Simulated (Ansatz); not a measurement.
SiH$_{3}$OCl$_{3}$: several calculations on one system

Part 1: Relaxation

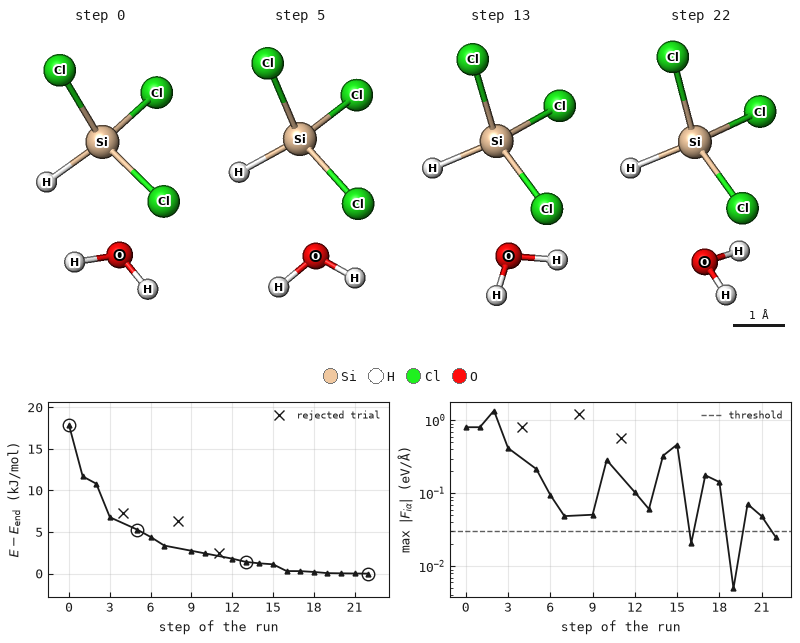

Frames of a relaxation of SiH3OCl3, marked on the history of the run. A ball-and-stick model, seen from a free direction.

The run prepares an end point of a later path (reaction) calculation, from a guessed geometry.

These are results of RKS r2SCAN/6-31G* in Ansatz 0.2.0, not measurements. Settings: no spin polarisation; force threshold 0.03 eV/Å; at most 50 steps.

Question: Describe the path.

Answer: The largest move after the best rigid fit is that of an H atom, 1.27 Å. Largest moves by element: H 1.27 Å, Cl 0.47 Å, O 0.39 Å, Si 0.16 Å. Among the contacts that change: Cl–Si 2.036 → 2.056 Å, H–O 0.985 → 0.970 Å. Bond angles that change, for instance: H–Si–Cl 110.3° → 113.0°. Over 19 accepted moves (22 points after the start) the energy falls by 17.8 kJ/mol. Largest force component: 0.81 eV/Å at the start, 0.025 eV/Å at the end. The line search rejected the trial steps at points 4, 8, 11 of the run. The forces were under the threshold at step 16, but the run went on from there. From step 0 to 5: an H atom moves most (0.54 Å), energy −12.5 kJ/mol. From step 5 to 13: an H atom moves most (0.58 Å), energy −3.89 kJ/mol. From step 13 to 22: H atoms move most (0.55 Å), energy −1.41 kJ/mol.

Part 2: Relaxation

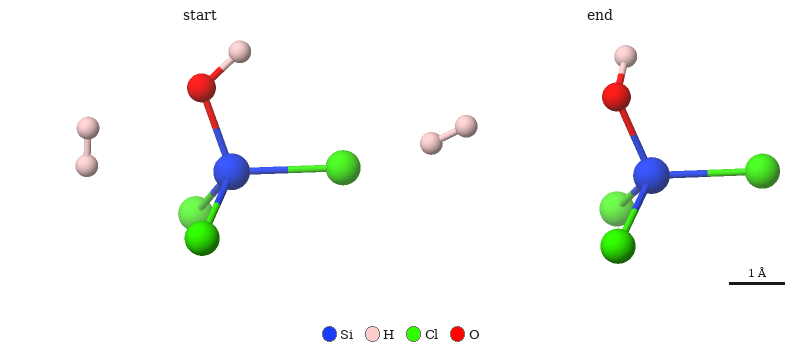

The structure of SiH$_{3}$OCl$_{3}$ before (left) and after (right) a relaxation, at one scale.

The picture is a ball-and-stick view, seen face on.

The run prepares an end point of a later path (reaction) calculation, from a guessed geometry.

The calculation used RKS r2SCAN/6-31G* in Ansatz.

The input:
```yaml
crystal:
  periodic: [false, false, false]
  atoms:
    - { symbol: Si, position_ang: [-0.523843, -0.203403, -0.416553] }
    - { symbol: H, position_ang: [0.000583, 0.947652, 1.937197] }
    - { symbol: Cl, position_ang: [1.357503, -0.789457, 0.098883] }
    - { symbol: Cl, position_ang: [-0.543592, 1.800149, -0.775729] }
    - { symbol: Cl, position_ang: [-1.040019, -1.174606, -2.151717] }
    - { symbol: O, position_ang: [-1.634525, -0.616943, 0.745647] }
    - { symbol: H, position_ang: [-2.294476, -1.258372, 0.438313] }
    - { symbol: H, position_ang: [-0.583032, 0.665279, 2.21846] }
basis:
  gaussian: { orbitals: "6-31G*" }
hamiltonian:
  xc: r2scan
relax:
  f_tol: 0.03
  max_steps: 50
```

Launched with:
```bash
ansatz run input.yaml --threads 4 --pin off --max-ram 5120MiB --backend cpu --events-out ev --progress --plain --runs-dir out
```

Question: Describe what moved and what it gained.

Answer: After 19 accepted moves (23 points after the start) the energy has fallen by 22.5 kJ/mol. The largest force component goes from 1.2 to 0.021 eV/Å. The line search rejected the trial steps at points 10, 13, 16, 19 of the run. The forces were under the threshold at step 21, but the run went on from there. H2 moves most after the best rigid fit: 1.10 Å. By element the largest moves are H 1.10 Å, Cl 0.40 Å, O 0.38 Å, Si 0.37 Å. Some distances before and after: H2–H8 0.707 → 0.743 Å, Si1–O6 1.660 → 1.634 Å, Si1–Cl5 2.054 → 2.045 Å, Si1–Cl3 2.037 → 2.046 Å. Among the angles between lasting bonds that change: Cl4–Si1–O6 111.2° → 106.1°, Si1–O6–H7 113.5° → 117.6°, Cl5–Si1–O6 107.8° → 111.4°. Groups turn about Si1–O6 by about 60°. Cost: 58 s on 4 threads of Arm Neoverse V1 (shared host), peak memory 0.18 GiB.

Limits of the set-up: the start holds two separate molecules, 2.2 Å apart at their closest, whose relative position is a soft coordinate and is computed without a dispersion correction.

Part 3: Path

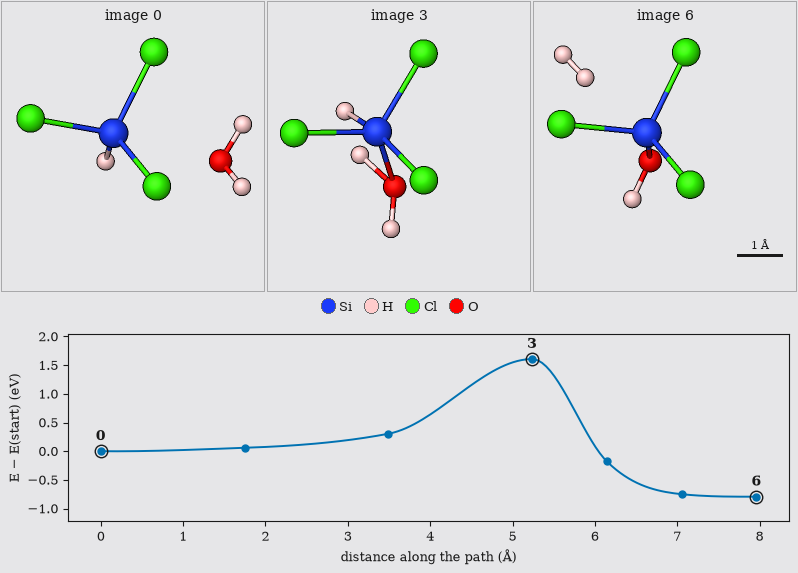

A nudged-elastic-band calculation for SiH3OCl3, made up at the start of SiHCl3 and H2O. Images are numbered from 0 (start) to 6 (end). Style: ball-and-stick. Shown at a tilt.

All numbers below come from Ansatz 0.2.0, RKS r2SCAN/6-31G*. Run with 5 movable images; climbing image; force threshold 0.05 eV/Å; iteration limit 60; starting path through a guess of the saddle point.

### What happens along the path, and what is the barrier?

Breaking: H–O (0.97 → 2.82 Å), H–Si (1.46 → 4.10 Å). Forming: H–H (3.18 → 0.74 Å), O–Si (2.87 → 1.63 Å). The highest point, image 3, lies 1.61 eV above the start and 2.40 eV above the end; the end is at −0.79 eV relative to the start. The band converged in 51 iterations. The largest component of the band force went from 52 to 0.039 eV/Å. The climbing image converged on the top of the path. Its vibrational analysis gives one imaginary mode (1380i cm⁻¹), as a transition state must have.

Limits of the set-up: the start holds two separate molecules, 2.6 Å apart at their closest, whose relative position is a soft coordinate and is computed without a dispersion correction.
